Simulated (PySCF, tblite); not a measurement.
# C3H13BN2Si2: geometry, infrared bands and NMR shifts

What infrared bands and NMR shifts should C3H13BN2Si2 (`C=C[C@H]1[SiH2][SiH2]N1[BH2-][NH3+]`) show?

Computed with tblite 0.8.0 and PySCF 2.14.0, with density-fitted response routines of our own, on a single molecule in the gas phase. Atoms are numbered from 0 throughout.

## 1. The starting structure

21 atoms, charge 0, multiplicity 1; geometry from: force field or distance geometry start.

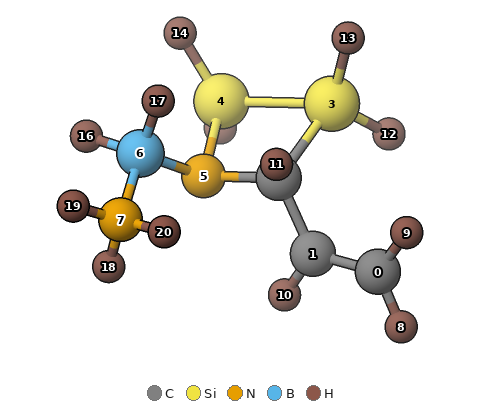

The starting geometry (carbon grey, silicon yellow, nitrogen amber, boron blue, hydrogen brown), atoms numbered.

## 2. Geometry optimisation with GFN2-xTB

What the job is given:

```
{"job": {"kind": "relax", "xc": "GFN2-xTB", "basis": "xTB"}, "charge": 0, "multiplicity": 1}
C      1.622700     2.482400     0.391000
C      0.666100     1.592800     0.684600
C      0.611400     0.250800     0.004700
Si     2.001000    -0.878200     0.564900
Si     0.183200    -1.926500     1.144900
N     -0.623000    -0.479700     0.430500
B     -1.519400    -0.905300    -0.758000
N     -2.300900     0.307500    -1.274400
H      1.636500     3.442900     0.896800
H      2.366800     2.267400    -0.351500
H     -0.083900     1.844400     1.433400
H      0.666200     0.394000    -1.100700
H      2.744500    -0.352700     1.732700
H      2.715100    -1.519500    -0.550600
H     -0.041900    -3.142300     0.356100
H     -0.015900    -1.989000     2.604900
H     -2.298700    -1.732700    -0.384200
H     -0.870300    -1.383500    -1.640700
H     -2.814600     0.765500    -0.482800
H     -2.995100    -0.017100    -1.985200
H     -1.658900     0.995700    -1.716900
```

The run is started by

```sh
> OMP_NUM_THREADS=1 python probes_run.py task.json out
```

One launch serves the whole session: the jobs run in the order shown.

Output:

```text
step      E/eV     max force
  0    -639.84898    2.466
  1    -640.17526    1.232
  2    -640.26797    1.046
  3    -640.32738    0.554
  4    -640.39797    0.584
  5    -640.47174    0.760
  6    -640.52947    0.675
  7    -640.59090    0.575
  8    -640.64149    0.430
  9    -640.67935    0.411
 10    -640.71038    0.351
 11    -640.73840    0.308
 12    -640.75576    0.346
 13    -640.76810    0.254
 14    -640.77896    0.289
 15    -640.78949    0.248
 16    -640.80044    0.244
 17    -640.81160    0.241
 18    -640.82448    0.309
 19    -640.84061    0.400
 20    -640.85965    0.360
 21    -640.87990    0.418
 22    -640.89848    0.306
 23    -640.91330    0.286
 24    -640.92689    0.349
 25    -640.94022    0.310
 26    -640.95128    0.256
 27    -640.96119    0.204
 28    -640.97009    0.218
 29    -640.97934    0.301
 30    -640.99097    0.361
 31    -641.00213    0.303
 32    -641.01019    0.182
 33    -641.01618    0.152
 34    -641.02190    0.219
 35    -641.02778    0.300
 36    -641.03354    0.278
 37    -641.03797    0.122
 38    -641.04197    0.191
 39    -641.04653    0.257
 40    -641.05430    0.327
 41    -641.06317    0.266
 42    -641.07282    0.203
 43    -641.08096    0.181
 44    -641.08712    0.227
 45    -641.09204    0.209
 46    -641.09622    0.143
 47    -641.10021    0.142
 48    -641.10478    0.198
 49    -641.10922    0.225
 50    -641.11264    0.145
 51    -641.11535    0.124
 52    -641.11789    0.114
 53    -641.12067    0.157
 54    -641.12333    0.135
 55    -641.12624    0.118
 56    -641.13000    0.137
 57    -641.13537    0.221
 58    -641.14158    0.246
 59    -641.14687    0.161
 60    -641.15063    0.122
 61    -641.15370    0.141
 62    -641.15774    0.172
 63    -641.16270    0.185
 64    -641.16780    0.150
 65    -641.17291    0.163
 66    -641.17871    0.178
 67    -641.18474    0.241
 68    -641.18448    0.496
 69    -641.19272    0.135
 70    -641.19491    0.092
 71    -641.19713    0.113
 72    -641.19865    0.105
 73    -641.20104    0.115
 74    -641.20360    0.104
 75    -641.20581    0.131
 76    -641.20755    0.112
 77    -641.20893    0.069
 78    -641.21024    0.080
 79    -641.21169    0.091
 80    -641.21329    0.134
 81    -641.21431    0.087
 82    -641.21540    0.169
 83    -641.21610    0.096
 84    -641.21690    0.050
 85    -641.21737    0.050
 86    -641.21798    0.069
 87    -641.21837    0.052
 88    -641.21881    0.057
 89    -641.21927    0.054
 90    -641.21979    0.066
 91    -641.22026    0.062
 92    -641.22065    0.041
 93    -641.22095    0.039
 94    -641.22117    0.030
 95    -641.22132    0.026
 96    -641.22145    0.025
 97    -641.22160    0.025
 98    -641.22178    0.031
 99    -641.22199    0.033
100    -641.22221    0.040
101    -641.22245    0.043
102    -641.22272    0.041
103    -641.22302    0.036
104    -641.22329    0.032
105    -641.22351    0.033
106    -641.22372    0.030
107    -641.22399    0.039
108    -641.22433    0.043
109    -641.22471    0.049
110    -641.22504    0.041
111    -641.22529    0.034
112    -641.22549    0.032
113    -641.22572    0.033
114    -641.22599    0.039
115    -641.22625    0.037
116    -641.22646    0.030
117    -641.22662    0.029
118    -641.22678    0.031
119    -641.22695    0.031
120    -641.22710    0.022
121    -641.22720    0.019
122    -641.22729    0.021
123    -641.22738    0.023
124    -641.22750    0.022
125    -641.22761    0.020
126    -641.22772    0.021
127    -641.22785    0.026
128    -641.22804    0.031
129    -641.22832    0.034
130    -641.22860    0.030
131    -641.22880    0.026
132    -641.22889    0.024
133    -641.22895    0.018
134    -641.22902    0.017
135    -641.22907    0.013
136    -641.22911    0.016
137    -641.22914    0.014
138    -641.22916    0.011
139    -641.22918    0.009
```

Wall time 1.4 s (1 thread of Arm Neoverse V1, shared host).

Step by step: (not every step is listed)

| step | energy from step 0 (eV) | largest force (eV/Å) |
| --- | --- | --- |
| 0 | 0.0000 | 2.4661 |
| 1 | -0.3263 | 1.2324 |
| 2 | -0.4190 | 1.0461 |
| 3 | -0.4784 | 0.5539 |
| 4 | -0.5490 | 0.5844 |
| 5 | -0.6228 | 0.7596 |
| 6 | -0.6805 | 0.6751 |
| 7 | -0.7419 | 0.5748 |
| 8 | -0.7925 | 0.4302 |
| 20 | -1.0107 | 0.3600 |
| 32 | -1.1612 | 0.1816 |
| 44 | -1.2381 | 0.2267 |
| 56 | -1.2810 | 0.1372 |
| 68 | -1.3355 | 0.4960 |
| 80 | -1.3643 | 0.1339 |
| 92 | -1.3717 | 0.0413 |
| 104 | -1.3743 | 0.0318 |
| 116 | -1.3775 | 0.0304 |
| 128 | -1.3791 | 0.0312 |
| 134 | -1.3800 | 0.0172 |
| 135 | -1.3801 | 0.0129 |
| 136 | -1.3801 | 0.0159 |
| 137 | -1.3802 | 0.0136 |
| 138 | -1.3802 | 0.0114 |
| 139 | -1.3802 | 0.0090 |

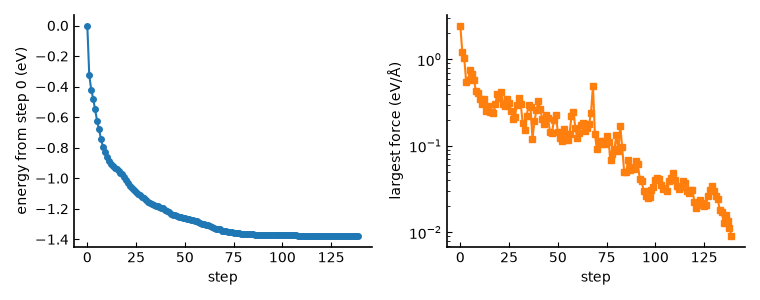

Energy and force, step by step.

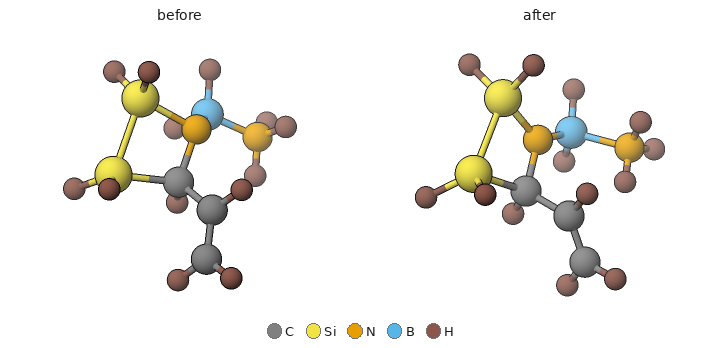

The geometry before (left) and after (right).

Distances of close pairs at the start and the end, largest changes first:

| bond | before (Å) | after (Å) | change (Å) |
| --- | --- | --- | --- |
| B6–N7 | 1.532 | 1.695 | +0.163 |
| Si3–Si4 | 2.177 | 2.315 | +0.138 |
| Si4–N5 | 1.804 | 1.716 | -0.088 |
| C2–Si3 | 1.876 | 1.950 | +0.074 |
| N5–B6 | 1.548 | 1.486 | -0.063 |
| N7–H18 | 1.049 | 1.013 | -0.036 |
| N7–H19 | 1.045 | 1.013 | -0.032 |
| C1–C2 | 1.505 | 1.478 | -0.027 |

The end geometry stands in the next job.

## 3. Harmonic vibrations with GFN2-xTB

What the job is given:

```
{"job": {"kind": "ir", "xc": "GFN2-xTB", "basis": "xTB"}, "charge": 0, "multiplicity": 1}
C      1.007197     2.420038    -0.388461
C      0.674798     1.311064     0.261452
C      0.940945    -0.071041    -0.190747
Si     2.102877    -1.029747     1.046775
Si     0.077229    -2.149464     1.105012
N     -0.239256    -0.942810    -0.073333
B     -1.377963    -0.766914    -1.011295
N     -2.135000     0.671699    -0.530979
H      0.833628     3.403012     0.020005
H      1.497703     2.382554    -1.347496
H      0.195689     1.380334     1.234239
H      1.302851    -0.055443    -1.224811
H      2.599511    -0.126496     2.098050
H      3.310179    -1.504294     0.357774
H     -0.008339    -3.550632     0.662189
H     -0.787473    -2.041907     2.304270
H     -2.200653    -1.617746    -0.890799
H     -1.043933    -0.540058    -2.136309
H     -2.550601     0.538431     0.383606
H     -2.833684     0.956769    -1.206593
H     -1.374625     1.349595    -0.473022
```

Output:

```text
mode    cm-1     km/mol
  1      56.8      4.09
  2      67.9     14.04
  3      87.7      2.19
  4     150.6     15.64
  5     195.6      3.80
  6     241.5      6.51
  7     249.4      1.18
  8     279.2      1.22
  9     301.0     15.19
 10     333.4      7.48
 11     382.3      2.08
 12     401.9      0.88
 13     419.4      5.70
 14     470.7     21.44
 15     509.4     14.06
 16     519.3     44.61
 17     539.2    189.17
 18     567.6    291.58
 19     592.6     51.57
 20     619.1     52.72
 21     666.2     22.29
 22     676.2    285.85
 23     737.9     73.69
 24     787.8     25.45
 25     817.4    278.92
 26     842.2    175.00
 27     860.8     36.56
 28     891.9     18.58
 29     948.8     61.20
 30     975.7     39.17
 31    1031.3     23.19
 32    1073.6     97.25
 33    1081.4    217.14
 34    1107.2     83.82
 35    1131.6     32.11
 36    1170.5    234.57
 37    1188.3     79.74
 38    1229.4    182.54
 39    1262.6     13.88
 40    1307.2      3.18
 41    1419.4     13.07
 42    1476.6     34.33
 43    1499.7     52.92
 44    1673.7     58.31
 45    2042.9    397.77
 46    2140.1    157.12
 47    2158.8    657.52
 48    2188.8    329.52
 49    2400.8    248.67
 50    2459.0    247.76
 51    2891.1     61.19
 52    3003.5     62.49
 53    3083.9     36.88
 54    3111.2     56.10
 55    3302.9    103.99
 56    3431.0     11.14
 57    3454.4      6.50
```

Wall time 1 s (1 thread of Arm Neoverse V1, shared host).

Which atoms move in the most intense modes:

| cm⁻¹ | km/mol | atoms |
| --- | --- | --- |
| 568 | 291.6 | H12 31 %, H13 18 %, H15 14 %, H14 10 % |
| 676 | 285.9 | H15 22 %, H14 17 %, H12 12 % |
| 817 | 278.9 | H12 42 %, H13 42 % |
| 2043 | 397.8 | H15 91 % |
| 2159 | 657.5 | H12 79 %, H14 13 % |
| 2189 | 329.5 | H13 92 % |
| 2401 | 248.7 | H17 93 % |
| 2459 | 247.8 | H16 93 % |

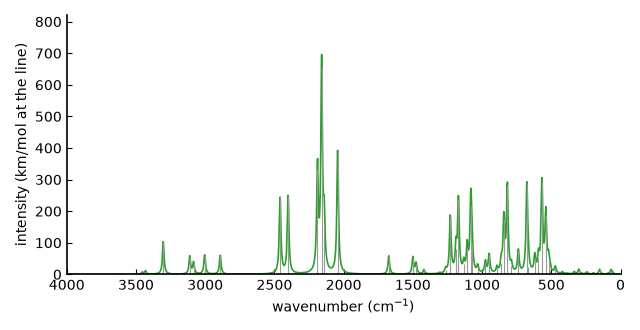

The infrared spectrum from these modes, unscaled. Lines are broadened to a width of 14 cm⁻¹ (Lorentzian).

## 4. Nuclear shieldings: PBE0/pcSseg-1

Same as in step 3 but for these lines:

```diff
@@ -1,2 +1,2 @@
-{"job": {"kind": "ir", "xc": "GFN2-xTB", "basis": "xTB"}, "charge": 0, "multiplicity": 1}
+{"job": {"kind": "nmr", "xc": "PBE0", "basis": "pcSseg-1"}, "charge": 0, "multiplicity": 1}
 C      1.007197     2.420038    -0.388461
```

With the program's defaults for keys left out, this is: GIAO PBE0/pcSseg-1 NMR shielding, non-relativistic, gas phase.

Output:

```text
coarse grid: 17776 points
cycle   1  E = -834.7483102541  dE =  8.182e-01  |g| = 5.491e-01  |ddm| = 4.073e+00
cycle   2  E = -834.6622879180  dE =  8.602e-02  |g| = 8.184e-01  |ddm| = 1.827e+00
cycle   3  E = -834.8278603307  dE = -1.656e-01  |g| = 1.491e-01  |ddm| = 1.311e+00
cycle   4  E = -834.8323652491  dE = -4.505e-03  |g| = 4.182e-02  |ddm| = 1.629e-01
cycle   5  E = -834.8327370345  dE = -3.718e-04  |g| = 1.846e-02  |ddm| = 5.639e-02
cycle   6  E = -834.8328241738  dE = -8.714e-05  |g| = 5.300e-03  |ddm| = 2.138e-02
cycle   7  E = -834.8328308190  dE = -6.645e-06  |g| = 1.260e-03  |ddm| = 6.224e-03
final grid: 160504 points
cycle   8  E = -834.8732376271  dE = -5.158e-05  |g| = 9.128e-03  |ddm| = 3.945e-02
cycle   9  E = -834.8732185856  dE =  1.904e-05  |g| = 1.267e-02  |ddm| = 2.504e-02
cycle  10  E = -834.8732579485  dE = -3.936e-05  |g| = 2.008e-03  |ddm| = 1.552e-02
cycle  11  E = -834.8732588746  dE = -9.260e-07  |g| = 4.120e-04  |ddm| = 2.203e-03
cycle  12  E = -834.8732589146  dE = -4.004e-08  |g| = 9.921e-05  |ddm| = 4.764e-04
cycle  13  E = -834.8732589168  dE = -2.218e-09  |g| = 3.383e-05  |ddm| = 1.264e-04
cycle  14  E = -834.8732589171  dE = -2.619e-10  |g| = 1.142e-05  |ddm| = 4.379e-05
converged SCF energy = -834.8732589171

GIAO shielding tensors (ppm)
atom      isotropic    diamagn.    paramagn.     s11        s22        s33       span
  0 C       73.616     253.955    -180.339    -28.930     86.188    163.591    192.520
  1 C       23.913     258.917    -235.004   -102.843     35.466    139.115    241.958
  2 C      121.972     247.318    -125.345    107.119    109.448    149.351     42.232
  3 Si     402.349     881.982    -479.632    354.021    376.731    476.296    122.275
  4 Si     386.482     881.454    -494.972    331.110    346.455    481.882    150.772
  5 N      202.102     326.971    -124.869    164.448    193.632    248.225     83.777
  6 B      109.434     190.259     -80.826     95.435    109.130    123.736     28.301
  7 N      215.065     319.138    -104.073    202.110    209.408    233.676     31.566
  8 H       26.764      29.667      -2.904     23.648     25.582     31.061      7.412
  9 H       26.382      31.765      -5.382     23.297     25.542     30.307      7.010
 10 H       25.184      34.703      -9.519     19.866     27.245     28.440      8.575
 11 H       27.725      33.327      -5.602     25.299     26.917     30.960      5.661
 12 H       27.491      30.258      -2.767     24.363     26.303     31.806      7.443
 13 H       26.951      30.135      -3.184     23.939     25.358     31.556      7.617
 14 H       26.104      29.462      -3.358     22.932     23.840     31.540      8.609
 15 H       25.770      30.128      -4.359     22.192     23.885     31.232      9.041
 16 H       28.908      31.387      -2.479     25.156     29.491     32.077      6.921
 17 H       28.834      31.657      -2.823     25.151     29.586     31.765      6.614
 18 H       29.532      31.610      -2.078     24.796     26.331     37.471     12.675
 19 H       29.805      29.203       0.602     23.890     24.961     40.563     16.674
 20 H       26.700      32.674      -5.975     17.031     23.961     39.107     22.076
```

Wall time 52 s (1 thread of Arm Neoverse V1, shared host); peak memory 1 GiB.

The references, computed at this level on geometries of the same kind, shield at (ppm): ¹H TMS 31.72, ¹³C TMS 186.9, ²⁹Si TMS 349.2, ¹⁵N NH3 267.7, ¹¹B BF3·OEt2 100.1. Their shielding less the atom's gives the shift. The references are single molecules in the gas phase, so shifts against H2O, NH3, PH3, H3PO4 or CFCl3 are not on the usual liquid scales and can be off by tens of ppm. Atoms listed in one row are averaged.

| atoms | environment | σ (ppm) | δ (ppm) | δ scaled to CDCl3 |
| --- | --- | --- | --- | --- |
| C1 | alkene CH | 23.9 | 163.0 | 157.2 |
| C0 | terminal =CH2 carbon | 73.6 | 113.3 | 108.7 |
| C2 | allylic sp3 CH bonded to N and Si | 122.0 | 65.0 | 61.5 |
| H10 | hydrogen on an alkene CH | 25.18 | 6.53 | 6.26 |
| H15 | hydrogen on a silicon bonded to N, Si, in a 4-membered ring | 25.77 | 5.95 | – |
| H14 | hydrogen on a silicon bonded to N, Si, in a 4-membered ring | 26.10 | 5.61 | – |
| H9 | hydrogen on a terminal =CH2 carbon | 26.38 | 5.33 | 5.13 |
| H8 | hydrogen on a terminal =CH2 carbon | 26.76 | 4.95 | 4.78 |
| H13 | hydrogen on a silicon bonded to C, Si, in a 4-membered ring | 26.95 | 4.77 | – |
| H12 | hydrogen on a silicon bonded to C, Si, in a 4-membered ring | 27.49 | 4.23 | – |
| H11 | hydrogen on an allylic sp3 CH bonded to N and Si | 27.73 | 3.99 | 3.87 |
| H18, H19, H20 | hydrogen on a donor nitrogen of a Lewis adduct | 28.68 | 3.04 | – |
| H17 | hydrogen on a boron bonded to 2 N | 28.83 | 2.88 | – |
| H16 | hydrogen on a boron bonded to 2 N | 28.91 | 2.81 | – |
| Si4 | silicon bonded to N, Si, 2 H, in a 4-membered ring | 386.5 | -37.3 | – |
| Si3 | silicon bonded to C, Si, 2 H, in a 4-membered ring | 402.3 | -53.2 | – |
| N5 | nitrogen bonded to C, B, Si, in a 4-membered ring | 202.1 | 65.6 | – |
| N7 | donor nitrogen of a Lewis adduct | 215.1 | 52.7 | – |
| B6 | boron bonded to 2 N, 2 H | 109.4 | -9.4 | – |

The scaled column applies a straight-line fit of computed shieldings to shifts measured in CDCl3 (root-mean-square error 0.16 ppm for H, 1.9 ppm for C).

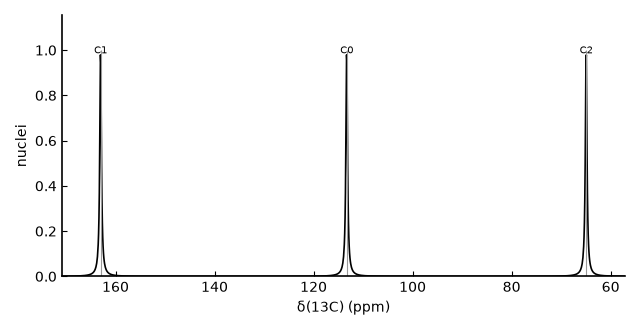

¹³C lines at the computed shifts, without couplings. Lines are broadened to a width of 0.39 ppm (Lorentzian).

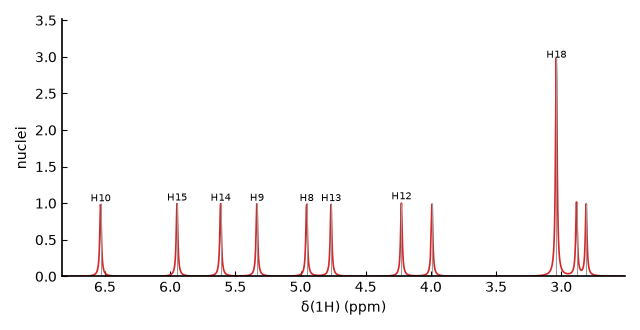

¹H lines at the computed shifts, without couplings. Lines are broadened to a width of 0.01 ppm (Lorentzian).

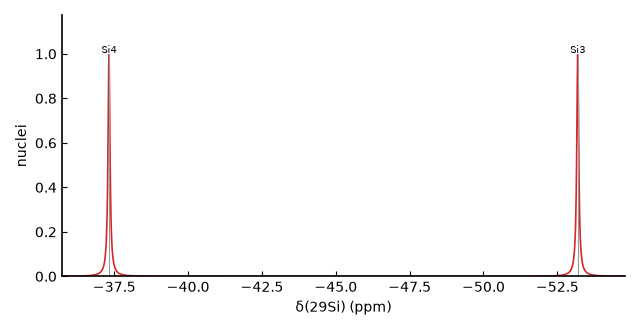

²⁹Si lines at the computed shifts, without couplings. Lines are broadened to a width of 0.08 ppm (Lorentzian).

Charges from the same density, by scheme (e):

| atoms | Mulliken | IAO | Hirshfeld | ESP fit |
| --- | --- | --- | --- | --- |
| C0 | -0.12 | -0.35 | -0.11 | -0.45 |
| C1 | -0.26 | -0.14 | -0.04 | 0.00 |
| C2 | -0.19 | -0.24 | -0.07 | -0.07 |
| Si3 | 0.30 | 0.40 | 0.23 | 0.09 |
| Si4 | 0.54 | 0.62 | 0.27 | 0.32 |
| N5 | -0.79 | -0.58 | -0.24 | -0.32 |
| B6 | 0.17 | -0.13 | 0.00 | 0.25 |
| N7 | -0.36 | -0.45 | -0.10 | -0.52 |

IAO charges:

C0 -0.35; C1 -0.14; C2 -0.24; Si3 0.40; Si4 0.62; N5 -0.58; B6 -0.13; N7 -0.45; H8 0.15; H9 0.15; H10 0.13; H11 0.13; H12 -0.10; H13 -0.10; H14 -0.14; H15 -0.15; H16 -0.03; H17 -0.04; H18 0.29; H19 0.29; H20 0.29

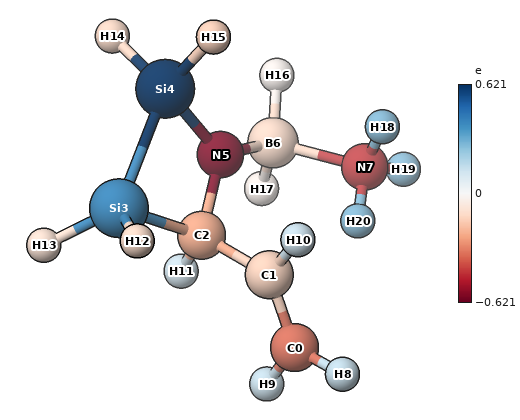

IAO charges, as colours on the atoms.

Mayer bond orders: C0–C1 1.90, C1–C2 1.00, C2–Si3 0.82, Si3–Si4 0.91, Si4–N5 1.04, N5–B6 0.88, B6–N7 0.56, N5–C2 0.94.

Ring of atoms C2, Si3, Si4, N5: NICS(0) -1.3, NICS(1) -0.8, NICS(1)zz 4.8 ppm (means of both faces).

Orbitals, density, ELF and potential are computed afterwards from the orbital file.

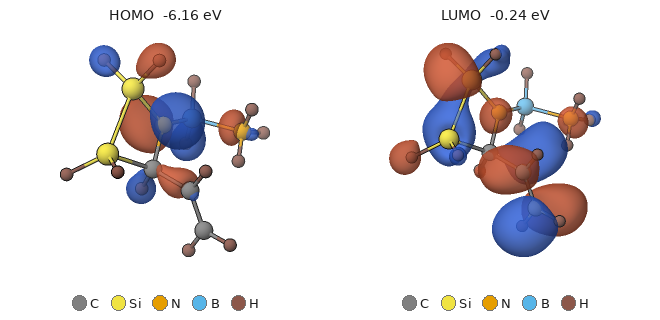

PBE0/pcSseg-1 orbitals near the gap, drawn at the value that encloses 70 % of each; the two colours are the two signs.

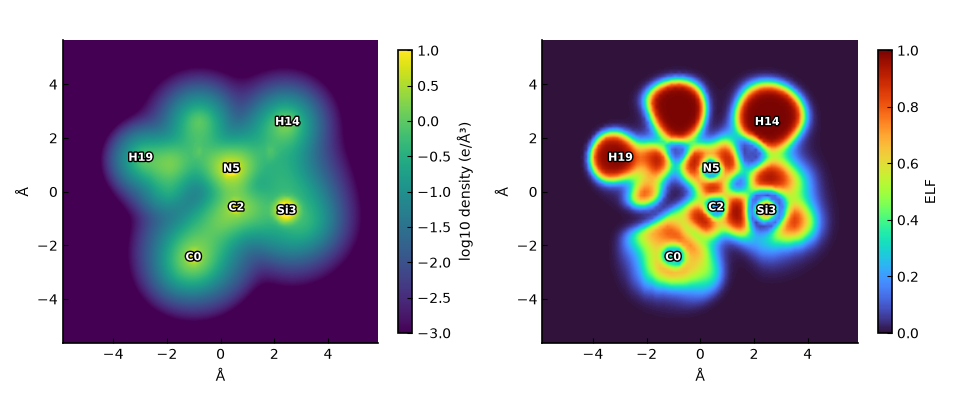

Density (left) and ELF (right) in a plane through or near 6 of the atoms.

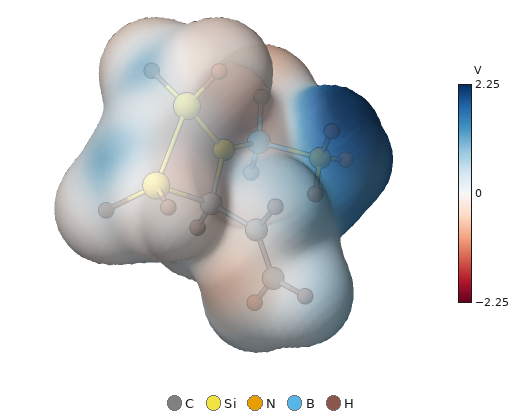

The potential that a unit positive charge feels on the 0.002 e/bohr³ surface, from -1.27 to 2.25 V.

## 5. Results

```
                                                              quantity                                                                 value
                             strongest single infrared mode (GFN2-xTB)                                                 2159 cm⁻¹, 658 km/mol
                                          zero-point energy (GFN2-xTB)                                                         97.9 kcal/mol
                                ¹³C shifts against TMS (PBE0/pcSseg-1)                                                163.0, 113.3, 65.0 ppm
¹H shifts against TMS (PBE0/pcSseg-1, means over atoms taken as alike)  6.53, 5.95, 5.61, 5.33, 4.95, 4.77, 4.23, 3.99, 3.04, 2.88, 2.81 ppm
                               ²⁹Si shifts against TMS (PBE0/pcSseg-1)                                                      -37.3, -53.2 ppm
                                ¹⁵N shifts against NH3 (PBE0/pcSseg-1)                                                        65.6, 52.7 ppm
                           ¹¹B shifts against BF3·OEt2 (PBE0/pcSseg-1)                                                              -9.4 ppm
                                 surface potential, least and greatest                                                    -1.27 V and 2.25 V
```

**Reading.** The optimisation took 139 steps and gained 1.380 eV; among the close pairs (by a distance rule), B6–N7 changed most, from 1.532 to 1.695 Å. No mode is imaginary among the 57: a minimum at this level. The strongest single mode, at 2159 cm⁻¹, moves mainly H12. GFN2-xTB is a fitted tight-binding method: band positions and strengths are rough. Its intensities can rank the bands wrongly. C1 (alkene CH) lies farthest downfield among carbon, at 163.0 ppm; the olefinic region. H10 (hydrogen on an alkene CH) lies farthest downfield among hydrogen, at 6.53 ppm; a vinylic proton, deshielded by the sp2 carbon and the C=C anisotropy. At PBE0/pcSseg-1: Shielding is most anisotropic at C1 (span 242 ppm, paramagnetic term -235 ppm).
